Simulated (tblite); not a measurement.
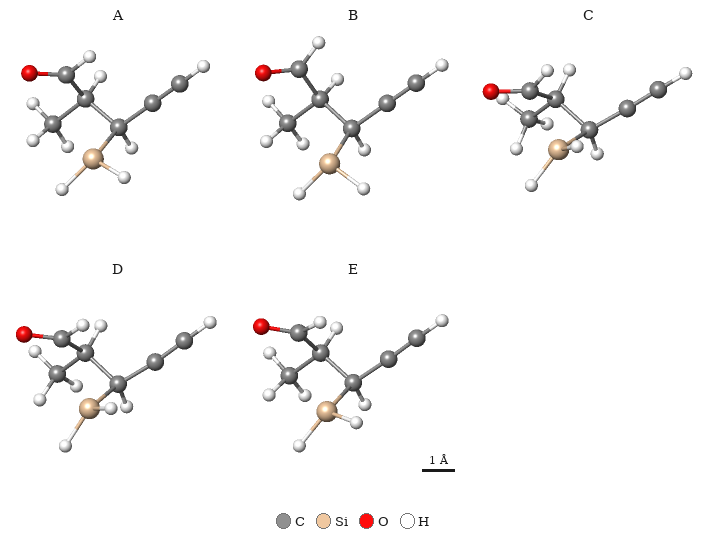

5 geometries from one relaxation of C₆H₉OSi (multiplicity 2), in shuffled order. A ball-and-stick model, seen at a tilt.

Method: tblite 0.8.0, GFN2-xTB geometry optimisation, gas phase. 

Question: Order the frames from highest to lowest energy.

Answer: B, A, E, D, C. They are steps 0, 28, 54, 68, 129, at +0.351 eV, +0.146 eV, +0.084 eV, +0.034 eV relative to the last. The atom that moves furthest after the best rigid fit is an H atom (1.67 Å). Largest moves by element: H 1.67 Å, C 0.80 Å, O 0.64 Å, Si 0.49 Å. Some distances before and after: C–Si 3.375 → 2.226 Å, C–Si 2.947 → 2.606 Å, H–Si 1.488 → 1.455 Å, C–C 1.474 → 1.442 Å. Among the angles between lasting bonds that change: Si–C–C 116.9° → 96.9°, Si–C–H 104.8° → 115.2°, C–C–C 111.8° → 101.4°. Groups turn about C–C by about 30°. After 129 geometry steps the energy has fallen by 0.351 eV.
